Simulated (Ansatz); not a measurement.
# Profile along the Co–Co line in TiCo2 (cubic Laves, MgCu2 type)

TiCo₂ (cubic Laves, MgCu2 type), conventional cell a = b = c = 6.553 Å, α = β = γ = 90.00°. The calculation uses the primitive cell of 6 atoms, to which meshes and values per cell refer.

Fields along a shortest Co–Co line of a {100} plane (2.32 Å), from Co to Co, interpolated on the slice's grid (step about 0.2 Å). Computed with PBEsol (plane waves to 420 eV, PAW, scalar-relativistic; Ansatz, a quantum-chemistry and plane-wave program). k mesh 12×12×12. These are valence fields of a PAW run, semicore shells included where kept as valence: close to a nucleus they are smooth pseudo fields. TiCo2 is run without spin polarisation. TiCo2 was relaxed with its symmetry unable to fall.

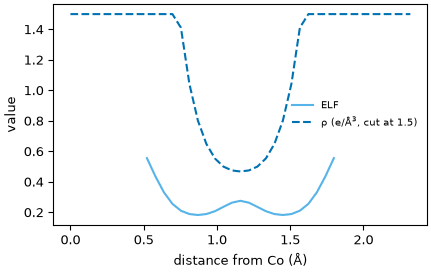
ELF (away from the nuclei) and valence density from Co to Co.

Density on the Co–Co line (2.32 Å) at its midpoint: 0.47 e/Å³. ELF at that point: 0.28.
